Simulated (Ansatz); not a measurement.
**B3LYP/STO-3G run of NBrO (nitrosyl bromide)**

Aim: the energy change on altering one bond length of NBrO (nitrosyl bromide) at B3LYP/STO-3G, from 2 runs. 

The calculation is run with Ansatz 0.2.0.

69 further runs of the same task are left out: 10 that didn't finish, 59 set aside as unsound or not needed.

**1. The system as given**

The species is NBrO (3 atoms), meant as a singlet with charge 0. SMILES: `O=NBr`. The coordinates come from a PBE0-D4/def2-TZVP relaxation.

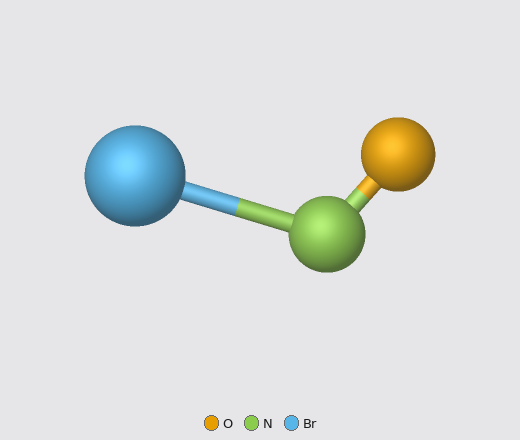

The structure, seen from a chosen angle (oxygen amber, nitrogen green, bromine blue).

**2. A single-point energy at B3LYP/STO-3G**

in.yaml reads:

```yaml
basis:
  gaussian: {orbitals: STO-3G}
crystal:
  periodic: [false, false, false]
  atoms:
    - {symbol: O, position_ang: [0.941780, -0.646800, 0.448530]}
    - {symbol: "N", position_ang: [-0.044940, -0.636480, -0.092930]}
    - {symbol: Br, position_ang: [-0.896840, 1.283280, -0.355590]}
hamiltonian: {xc: {name: B3LYP}}
accuracy: high
```

Started as:

```
ansatz run in.yaml --threads 1 --pin off --max-ram 3480MiB --events-out events.jsonl --progress --plain --runs-dir runs
```

Log:

```text
Warning: RAYON_NUM_THREADS=1 ignored (pool sized by the plan → 1); use --threads N
Functional definition: B3LYP
  name "B3LYP"
  parameter a0 = 0.2
  parameter ax = 0.72
  parameter ac = 0.81
  exchange = (1 - a0 - ax)*slater_x + ax*b88_x + a0*exact_x
  correlation = (1 - ac)*vwn_rpa_c + ac*lyp_c
394 factors; integrals over basis functions are off by at most 4.4e-8 eV
mean field evaluation 1: about -72763.0530 eV, gradient 1.9e1 eV
mean field evaluation 2: about -72703.5270 eV, gradient 8.1e1 eV
mean field evaluation 4: about -72765.9475 eV, gradient 4.6e0 eV
mean field evaluation 8: about -72766.0758 eV, gradient 7.4e-2 eV
mean field evaluation 16: about -72766.0690 eV, gradient 2.9e-6 eV
mean field -72766.06898883 eV, -2674.1037127266 hartree, gradient 2.8e-8 eV, S^2 0.000000; 0 other end points of the search recorded, 0 dependent functions left out
reference -72766.06900926 eV, -2674.1037134773 hartree; 25, 25 occupied and 3, 3 virtual orbitals, 394 factors
Total energy: -72766.06900926 eV, -2674.1037134773 hartree
```

It took 1.9 s on 1 thread of Intel Xeon Platinum 8375C at 2.90GHz (Ice Lake), shared host; peak memory 0.11 GiB.

**3. The distorted shape**

job.yaml reads:

```yaml
crystal:
  periodic: [false, false, false]
  atoms:
    - {symbol: O, position_ang: [1.154751, -1.126730, 0.514194]}
    - {symbol: N, position_ang: [0.168031, -1.116410, -0.027266]}
    - {symbol: Br, position_ang: [-0.896840, 1.283280, -0.355590]}
basis:
  gaussian: {orbitals: STO-3G}
accuracy: high
hamiltonian: {xc: {name: B3LYP}}
```

Started as:

```
ansatz run job.yaml --threads 1 --pin off --max-ram 3480MiB --events-out events.jsonl --progress --plain --runs-dir runs
```

Log, shortened:

```text
Warning: RAYON_NUM_THREADS=1 ignored (pool sized by the plan → 1); use --threads N
[... 7 set-up lines as earlier in the session ...]
378 factors; integrals over basis functions are off by at most 6.8e-8 eV
mean field evaluation 1: about -72759.1209 eV, gradient 1.9e1 eV
mean field evaluation 2: about -72672.1781 eV, gradient 4.2e1 eV
mean field evaluation 4: about -72761.9734 eV, gradient 1.5e1 eV
mean field evaluation 8: about -72761.9417 eV, gradient 1.5e1 eV
mean field evaluation 16: about -72764.9761 eV, gradient 2.5e-6 eV
mean field -72764.97613219 eV, -2674.0635509858 hartree, gradient 1.2e-8 eV, S^2 0.000000; 0 other end points of the search recorded, 0 dependent functions left out
reference -72764.97615403 eV, -2674.0635517883 hartree; 25, 25 occupied and 3, 3 virtual orbitals, 378 factors
Total energy: -72764.97615403 eV, -2674.0635517883 hartree
```

It took 2 s on 1 thread of Intel Xeon Platinum 8375C at 2.90GHz (Ice Lake), shared host; peak memory 0.11 GiB.

**4. Results**

At B3LYP/STO-3G:

```
                                                          quantity           value
                                         first shape: total energy  -2674.10371 Eh
                                     distorted shape: total energy  -2674.06355 Eh
energy change with the N2–Br3 bond stretched from 2.117 to 2.646 Å        1.093 eV
```

What this shows: With the N2–Br3 bond stretched from 2.117 to 2.646 Å the energy rises by 1.09 eV (25 kcal/mol). The first shape isn't relaxed at this level, so the change isn't measured from a minimum. The minimal basis adds a large error of its own.
